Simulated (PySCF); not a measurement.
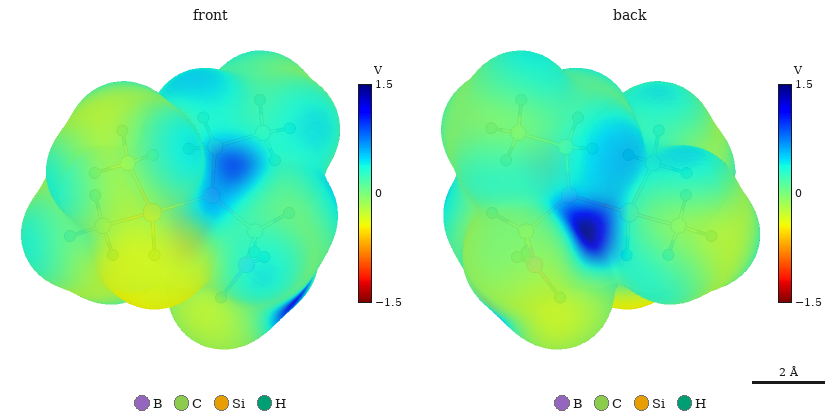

C₅H₁₆B₂Si (SMILES BCB(CC)[SiH](C)C). The electrostatic potential painted on the density surface at 0.001 e/bohr³, seen from the front and from behind; red is negative and blue positive.

Geometry: GFN2-xTB.

Method: PBE0/pcSseg-1, SCF density, gas phase, non-relativistic (PySCF).

```xyz
24

B    -1.8994    1.9727   -0.0718
C    -1.5733    0.8774    0.9972
B    -0.4401   -0.0144    0.3504
C    -0.8136   -1.2780   -0.5258
C    -2.2798   -1.7119   -0.5934
Si    1.4512    0.5096    0.5462
C     2.1653    1.1542   -1.1104
C     2.5824   -0.9402    1.0802
H    -2.7844    1.8305   -0.8244
H    -1.2403    2.9372   -0.1431
H    -1.1909    1.3472    1.9034
H    -2.4556    0.2876    1.2401
H    -0.4752   -1.0659   -1.5480
H    -0.2136   -2.1393   -0.2122
H    -2.9036   -0.9013   -0.9615
H    -2.4030   -2.5650   -1.2593
H    -2.6391   -2.0022    0.3919
H     1.7209    1.5835    1.5361
H     1.6040    2.0108   -1.4716
H     2.1265    0.3896   -1.8816
H     3.2017    1.4592   -1.0052
H     2.3009   -1.3250    2.0557
H     3.6213   -0.6320    1.1391
H     2.5262   -1.7649    0.3754
```

Q: Which sites attract a positive test charge, and which a negative one?

A: A positive charge is drawn to the negative regions and a negative charge to the positive ones. The most negative region (about −0.4 V) lies over H18, the most positive (about +1.2 V) over B1 and B3.

Q: What dipole moment does the calculation give?

A: Its dipole moment is 1.04 D.
